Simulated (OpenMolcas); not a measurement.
**CH5OSi (charge +1): single-point calculation**

- system: CH5OSi, charge +1
- method: revPBE/def2-SVPD, RKS (OpenMolcas 26.06)

The geometry is that of the parent species in another charge or spin state. The geometry comes from this level: PBE0-D4/def2-TZVP.

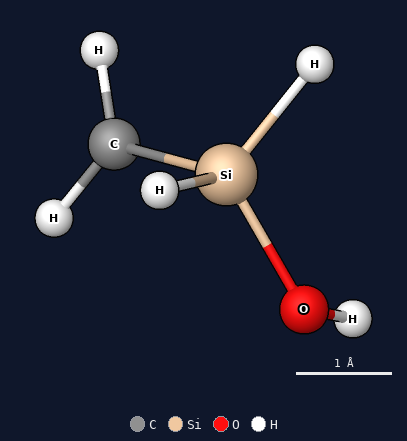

Figure 1. The structure (ball-and-stick view, seen at a tilt). Bond lengths as drawn: C–H 1.09 Å, C–Si 1.84 Å, H–O 0.96 Å, H–Si 1.48 to 1.49 Å and O–Si 1.65 Å.

Input:
```
&gateway
 baslib
 $CurrDir
 coord
 8
 angstrom
 C       -0.861500       0.517800      -0.791400
 Si       0.654000      -0.005200       0.111100
 O        0.302800      -0.724400       1.554400
 H       -0.970800       0.416800      -1.867000
 H       -1.703100       0.991500      -0.293300
 H        1.495600       1.161100       0.480600
 H        1.431000      -0.912300      -0.779800
 H       -0.255800      -1.502300       1.529400
 basis
 def2-SVPD
 group
 NoSym

&seward
 gridinput
 Grid=UltraFine
 End of Grid

&scf
 charge
 1
 ksdft
 revPBE
 thresholds
 1e-10 1e-07 1e-07 1e-05
 prorbitals
 0
```

Hardware: 1 thread of Intel Xeon @ 2.50GHz (Skylake/Cascade Lake), 96 GiB of memory available, shared host.

Launch command:
```bash
export MOLCAS_MEM=1860
pymolcas job.input > job.log
```

What the program printed:
```
--- Start Module: gateway ---

                                              &GATEWAY

                       available to each process: 1.9 GB of memory, 1 thread

 Basis Set     1 Label: C.DEF2-SVPD
 Basis set is read from library:.
 basistype.tbl is not found

 Basis Set     2 Label: SI.DEF2-SVPD
 Basis set is read from library:.
 basistype.tbl is not found

 Basis Set     3 Label: O.DEF2-SVPD
 Basis set is read from library:.
 basistype.tbl is not found

 Basis Set     4 Label: H.DEF2-SVPD
 Basis set is read from library:.
 basistype.tbl is not found

++    Symmetry information:
      ---------------------

                    Character Table for C1

                             E
                    a        1  x, y, xy, Rz, z, xz, Ry, yz, Rx, I
--

++    Basis set information:
      ----------------------

      Basis set label: C.DEF2-SVPD.........

      Electronic valence basis set:
      ------------------
      Associated Effective Charge   6.000000 au
      Associated Actual Charge      6.000000 au
      Nuclear Model: Point charge

      Shell  nPrim  nBasis  Cartesian Spherical Contaminant
         s       8       4        X
         p       4       2        X
         d       2       2                 X

      Basis set label: SI.DEF2-SVPD.........

      Electronic valence basis set:
      ------------------
      Associated Effective Charge  14.000000 au
      Associated Actual Charge     14.000000 au
      Nuclear Model: Point charge

      Shell  nPrim  nBasis  Cartesian Spherical Contaminant
         s      11       5        X
         p       7       3        X
         d       2       2                 X

      Basis set label: O.DEF2-SVPD.........

      Electronic valence basis set:
      ------------------
      Associated Effective Charge   8.000000 au
      Associated Actual Charge      8.000000 au
      Nuclear Model: Point charge

      Shell  nPrim  nBasis  Cartesian Spherical Contaminant
         s       8       4        X
         p       5       3        X
         d       2       2                 X

      Basis set label: H.DEF2-SVPD.........

      Electronic valence basis set:
      ------------------
      Associated Effective Charge   1.000000 au
      Associated Actual Charge      1.000000 au
      Nuclear Model: Point charge

      Shell  nPrim  nBasis  Cartesian Spherical Contaminant
         s       4       2        X
         p       2       2        X
--

++    Molecular structure info:
      -------------------------

                    ************************************************
                    **** Cartesian Coordinates / bohr, angstrom ****
                    ************************************************

     Center  Label                x              y              z                     x              y              z
        1      C1              -1.627999       0.978500      -1.495529             -0.861500       0.517800      -0.791400
        2      SI2              1.235881      -0.009827       0.209949              0.654000      -0.005200       0.111100
        3      O3               0.572209      -1.368918       2.937390              0.302800      -0.724400       1.554400
        4      H4              -1.834546       0.787638      -3.528119             -0.970800       0.416800      -1.867000
        5      H5              -3.218393       1.873663      -0.554257             -1.703100       0.991500      -0.293300
        6      H6               2.826274       2.194161       0.908202              1.495600       1.161100       0.480600
        7      H7               2.704198      -1.723997      -1.473608              1.431000      -0.912300      -0.779800
        8      H8              -0.483392      -2.838936       2.890147             -0.255800      -1.502300       1.529400

                    ***************************************
                    *    InterNuclear Distances / bohr    *
                    ***************************************

               1 C1            2 SI2           3 O3            4 H4            5 H5            6 H6
    1 C1       0.000000
    2 SI2      3.476673        0.000000
    3 O3       5.477414        3.118738        0.000000
    4 H4       2.051953        4.902715        7.228140        0.000000
    5 H5       2.053451        4.896131        6.088891        3.455190        0.000000
    6 H6       5.205412        2.806149        4.679096        6.586539        6.227319        0.000000
    7 H7       5.106065        2.815795        4.912064        5.579384        6.990383        4.586926
    8 H8       5.925968        4.259486        1.810381        7.494784        6.446141        6.341455

               7 H7            8 H8
    7 H7       0.000000
    8 H8       5.517806        0.000000

                    *******************************************
                    *    InterNuclear Distances / angstrom    *
                    *******************************************

               1 C1            2 SI2           3 O3            4 H4            5 H5            6 H6
    1 C1       0.000000
    2 SI2      1.839776        0.000000
    3 O3       2.898523        1.650365        0.000000
    4 H4       1.085847        2.594405        3.824967        0.000000
    5 H5       1.086640        2.590921        3.222102        1.828408        0.000000
    6 H6       2.754585        1.484950        2.476071        3.485446        3.295355        0.000000
    7 H7       2.702013        1.490054        2.599352        2.952483        3.699151        2.427297
    8 H8       3.135887        2.254023        0.958012        3.966069        3.411151        3.355754

               7 H7            8 H8
    7 H7       0.000000
    8 H8       2.919897        0.000000

                    **************************************
                    *    Valence Bond Angles / degree    *
                    **************************************
                          Atom centers                 Phi
                      4 H4       1 C1       5 H5       114.62
                      6 H6       2 SI2      7 H7       109.35
--

            Nuclear Potential Energy            108.93275330 au

--- Stop Module: gateway /rc=_RC_ALL_IS_WELL_ ---

--- Start Module: seward ---

                                              &SEWARD

                       available to each process: 1.9 GB of memory, 1 thread

               SEWARD will generate:
                  Multipole Moment integrals up to order  2
                  Kinetic Energy integrals
                  Nuclear Attraction integrals (point charge)
                  One-Electron Hamiltonian integrals
                  Velocity integrals
                  Orbital angular momentum around (  0.3964  -0.1661   0.5432 )
                  Velocity quadrupole around (  0.3964  -0.1661   0.5432 )
                  Two-Electron Repulsion integrals

                   Integrals are discarded if absolute value <: 1.00E-14
                   Integral cutoff threshold is set to       <: 1.00E-16

            Nuclear Potential Energy            108.93275330 au

      Basis set specifications :
      Symmetry species         a
      Basis functions          107

--- Stop Module: seward /rc=_RC_ALL_IS_WELL_ ---
--- Module seward spent 5 seconds ---

--- Start Module: scf ---

                                                &SCF

                       available to each process: 1.9 GB of memory, 1 thread

 ###############################################################################
 ###     Minimized-density-differences option turned off!                    ###
 ###############################################################################
++    Input section:
      --------------

      Header of the integral files:

      Cartesian coordinates in angstrom:
      -----------------------------------------------------
      No.  Label        X            Y            Z
      -----------------------------------------------------
       1   C1        -0.86150000   0.51780000  -0.79140000
       2   SI2        0.65400000  -0.00520000   0.11110000
       3   O3         0.30280000  -0.72440000   1.55440000
       4   H4        -0.97080000   0.41680000  -1.86700000
       5   H5        -1.70310000   0.99150000  -0.29330000
       6   H6         1.49560000   1.16110000   0.48060000
       7   H7         1.43100000  -0.91230000  -0.77980000
       8   H8        -0.25580000  -1.50230000   1.52940000
      -----------------------------------------------------
      Nuclear repulsion energy =  108.93275330
--

++    Orbital specifications:
      -----------------------

      Symmetry species               1
                                     a
      Frozen orbitals                0
      Aufbau                        16
      Start temperature = 0.500
      End temperature   = 0.010
      Temperature Factor= 0.460
      Deleted orbitals               0
      Total number of orbitals     107
      Number of basis functions    107
--

      Molecular charge                           1.000

      Numerical integration parameters
      --------------------------------
      Radial quadrature type:                         MHL
      Size of radial grid:                            99
      Lebedev angular grid:                           41
      Angular grid pruned with the crowding factor:  1.00E+10
                                 and fading factor:  1.00E+01
      Screening threshold for integral computation:   1.00E-11
      Radial quadrature accuracy:                     1.00E-25
      Maximum batch size:                             128
      AO values are stored on disk
      The same grid will be used for all iterations.

      DFT functional specifications
      -----------------------------
      Using Libxc version: 6.2.2
      Please cite the following reference:
      S. Lehtola, C. Steigemann, M. J.T. Oliveira, and M. A.L. Marques.,  SoftwareX 7, 1–5 (2018) doi:10.1016/j.softx.2017.11.002

      * Revised PBE from Zhang & Yang
        - Y. Zhang and W. Yang.,  Phys. Rev. Lett. 80, 890 (1998) doi:10.1103/PhysRevLett.80.890
      * Perdew, Burke & Ernzerhof
        - J. P. Perdew, K. Burke, and M. Ernzerhof.,  Phys. Rev. Lett. 77, 3865 (1996) doi:10.1103/PhysRevLett.77.3865
        - J. P. Perdew, K. Burke, and M. Ernzerhof.,  Phys. Rev. Lett. 78, 1396 (1997) doi:10.1103/PhysRevLett.78.1396

++    Optimization specifications:
      ----------------------------

      SCF Algorithm: Conventional
      D(i)-D(i-1) density differences are used
      Number of density matrices in core                 5
      Maximum number of NDDO SCF iterations            400
      Maximum number of HF SCF iterations              400
      Threshold for SCF energy change             1.00E-10
      Threshold for density matrix                1.00E-07
      Threshold for Fock matrix                   1.00E-07
      Threshold for linear dependence             1.00E-09
      Threshold at which DIIS is turned on        1.50E-01
      Maximum depth in the DIIS procedure                5
      Maximum depth in the BFGS Hessian update          30
      Threshold at which QNR/C2DIIS is turned on  7.50E-02
      Threshold for Norm(delta) (QNR/C2DIIS)      1.00E-05
      All orbitals punched on: SCFORB
--

      Input vectors read from INPORB
      Orbital file label: *Guess orbitals

++ Convergence information
                                   REVPBE     iterations: Energy and convergence statistics

Iter     Tot. REVPBE     One-elec.       Two-elec.     Energy      Max Dij or  Max Fij      DNorm      TNorm      AccCon     Time
         Energy          Energy          Energy        Change      Delta Norm                                                in Sec.
   1  -401.368862488  -792.353543888   282.051928097   0.00E+00    1.56E-01*   4.93E-01*    8.78E+00   1.56E+02   None         4.
   2  -399.557678801  -794.064966807   285.574534702   1.81E+00*   9.58E-02*   1.45E-01*    9.34E+01   1.56E+02   EDIIS        2.
   3  -404.368658114  -806.497652965   293.196241547  -4.81E+00*   2.19E-01*   1.48E-01*    1.80E+01   1.59E+02   EDIIS        2.
   4  -402.756492893  -789.286587407   277.597341210   1.61E+00*   8.34E-02*   9.07E-02*    4.55E+00   1.55E+02   EDIIS        2.
   5  -405.026707793  -802.490541030   288.531079934  -2.27E+00*   2.95E-01*   2.08E-01*    5.19E+00   1.58E+02   EDIIS        2.
   6  -402.977183198  -800.585499479   288.675562978   2.05E+00*   4.94E-01*   7.07E-02*    3.22E+00   1.58E+02   EDIIS        2.
   7  -404.693413797  -804.933569956   291.307402856  -1.72E+00*   4.57E-01*   4.83E-02*    1.92E+00   1.59E+02   EDIIS        3.
   8  -404.203171604  -798.868316106   285.732391199   4.90E-01*   1.13E-01*   2.24E-02*    2.01E+00   1.57E+02   EDIIS        2.
   9  -405.193922761  -803.907754148   289.781078084  -9.91E-01*   4.29E-01*   1.55E-02*    8.54E-01   1.58E+02   EDIIS        2.
  10  -405.178496061  -802.320301976   288.209052612   1.54E-02*   1.04E-01*   1.30E-02*    6.86E-01   1.58E+02   EDIIS        2.
  11  -405.191854152  -803.057463288   288.932855833  -1.34E-02*   1.22E-01*   7.64E-03*    3.22E-01   1.58E+02   EDIIS        3.
  12  -405.195892344  -803.069659284   288.941013637  -4.04E-03*   1.00E-01*   8.67E-03*    1.87E-01   1.58E+02   EDIIS        3.

       Fermi aufbau procedure completed!
      nOcc=   16

  13  -405.196520754  -803.548399506   289.419125449  -6.28E-04*   5.99E-02*   1.66E-03*    1.62E-01   1.58E+02   c2DIIS       2.
  14  -405.197578646  -803.229451477   289.099119528  -1.06E-03*   3.40E-01*   5.93E-03*    8.48E-02   1.58E+02   QNRc2DIIS    2.
  15  -405.122178526  -802.481212111   288.426280282   7.54E-02*   3.32E-01*   1.22E-01*    7.97E-01   1.58E+02   QNRc2DIIS    2.
  16  -405.197939549  -803.330943849   289.200250997  -7.58E-02*   1.21E-02*   1.92E-03*    7.80E-01   1.58E+02   QNRc2DIIS    2.
  17  -405.198028564  -803.225561487   289.094779621  -8.90E-05*   9.16E-03*   1.74E-03*    3.83E-02   1.58E+02   QNRc2DIIS    2.
  18  -405.198077299  -803.261846431   289.131015829  -4.87E-05*   2.77E-03*   1.23E-03*    2.51E-02   1.58E+02   QNRc2DIIS    3.
  19  -405.198073263  -803.247778904   289.116952338   4.04E-06*   1.00E-02*   1.45E-03*    7.74E-03   1.58E+02   QNRc2DIIS    2.
  20  -405.198111084  -803.256203973   289.125339586  -3.78E-05*   7.18E-03*   5.71E-04*    2.68E-02   1.58E+02   QNRc2DIIS    2.
  21  -405.198119774  -803.240487681   289.109614604  -8.69E-06*   1.41E-03*   1.83E-04*    1.87E-02   1.58E+02   QNRc2DIIS    2.
  22  -405.198120082  -803.241091685   289.110218300  -3.08E-07*   8.16E-04*   1.41E-04*    4.66E-03   1.58E+02   QNRc2DIIS    3.
  23  -405.198120582  -803.241154359   289.110280474  -5.00E-07*   1.36E-04*   2.24E-05*    2.64E-03   1.58E+02   QNRc2DIIS    3.
  24  -405.198120595  -803.241262862   289.110388964  -1.35E-08*   2.47E-05*   3.44E-06*    4.66E-04   1.58E+02   QNRc2DIIS    2.
  25  -405.198120595  -803.241535464   289.110661565  -2.04E-10*   1.22E-05*   2.12E-06*    1.09E-04   1.58E+02   QNRc2DIIS    3.
  26  -405.198120596  -803.241444523   289.110570625  -1.58E-10*   1.03E-06    2.01E-07*    4.42E-05   1.58E+02   QNRc2DIIS    3.
  27  -405.198120596  -803.241449095   289.110575196  -1.82E-12    2.89E-07    3.98E-08     4.35E-06   1.58E+02   QNRc2DIIS    2.

       Convergence after  27 Iterations
--

 *****************************************************************************************************************************
 *                                             SCF/KS-DFT Program, Final results                                             *
 *                                                       Final Results                                                       *
 *****************************************************************************************************************************

::    Total KS-DFT energy                            -405.1981205956
      One-electron energy                            -803.2414490953
      Two-electron energy                             289.1105751965
      Nuclear repulsion energy                        108.9327533032
      Kinetic energy (interpolated)                   403.1904436284
      Virial theorem                                    1.0049794756
      Total spin, S(S+1)                                0.0000000000
      Total spin, S                                     0.0000000000
      Max non-diagonal density matrix element           0.0000003699
      Max non-diagonal Fock matrix element              0.0000000120

      No orbitals printed

++    Molecular charges:
      ------------------

      Mulliken charges per centre
      ---------------------------

                C1      SI2     O3      H4      H5      H6      H7      H8
      Total    5.5948 13.4825  8.4769  1.0415  1.0388  0.7871  0.7904  0.7880

      N-E      0.4052  0.5175 -0.4769 -0.0415 -0.0388  0.2129  0.2096  0.2120

      Total electronic charge=   32.000000

      Total            charge=    1.000000
--

++    Molecular properties:
      ---------------------

      Charge (e):
                      =    1.0000
      Dipole Moment (debye):
      Origin of the operator (angstrom)=    0.2098   -0.0879    0.2874
                   X= -2.5858E+00               Y=  8.4000E-01               Z= -3.4436E+00           Total=  4.3875E+00
      Center of Charge (angstrom)
                     X=   -0.32857251               Y=    0.08698703               Z=   -0.42950667
      Quadrupole Moment (debye*angstrom):
      Origin of the operator (angstrom)=    0.2098   -0.0879    0.2874
                  XX= -1.6649E+01              XY= -4.8669E-01              XZ=  2.7175E+00              YY= -1.8342E+01
                  YZ= -3.4257E+00              ZZ= -1.9155E+01
      In traceless form (debye*angstrom)
                  XX=  2.0997E+00              XY= -7.3004E-01              XZ=  4.0763E+00              YY= -4.3968E-01
                  YZ= -5.1386E+00              ZZ= -1.6601E+00
--

--- Stop Module: scf /rc=_RC_ALL_IS_WELL_ ---
--- Module scf spent 1 minute 18 seconds ---

.##################.
.# Happy landing! #.
.##################.

    Timing: Wall=84.54 User=73.52 System=10.94
```

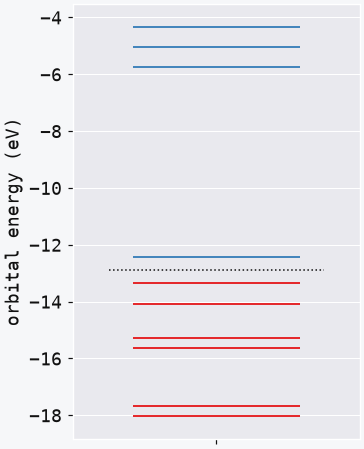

Figure 2. Orbital energies near the frontier; the dotted line parts filled from empty levels, and levels within 0.02 eV of each other stand side by side. Highest filled −13.36 eV, lowest empty −12.44 eV, 0.92 eV apart.

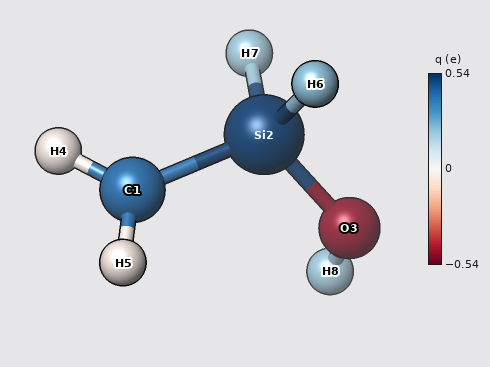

Figure 3. Mulliken charges, as the colour of each atom (ball-and-stick view, seen at a tilt; atoms are numbered from 1 in the order of the input). By element: C +0.41, Si +0.52, O −0.48 and H −0.04 to +0.21 e.

Results in brief:

| quantity | value |
| --- | --- |
| outcome | converged |
| total energy | −405.198121 hartree |
| basis functions | 107 |
| HOMO | −13.36 eV |
| LUMO | −12.44 eV |
| wall time | 85 s |
| peak memory | 0.62 GiB |
